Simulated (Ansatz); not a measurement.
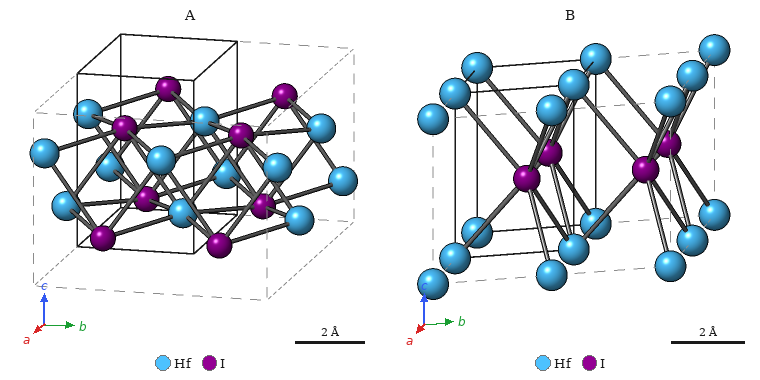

Two structures of HfI, each relaxed to rest (conventional cells in solid outline, small ones repeated, not to one scale). Method: DFT PBE, scalar-relativistic, plane waves, PAW in Ansatz, without spin polarisation.

Which two forms are compared?

Answer. A: 4 atoms a cell on a primitive orthorhombic lattice, Pmma. B: 2 atoms a cell on a primitive hexagonal lattice, P-6m2.

Which structure is more stable?

Answer. B is lower, by 100 meV/atom at this level of theory (energies at zero smearing). Volumes: A 23.2, B 24.6 Å³/atom.

One or both may be structure types tried for this composition rather than known phases.
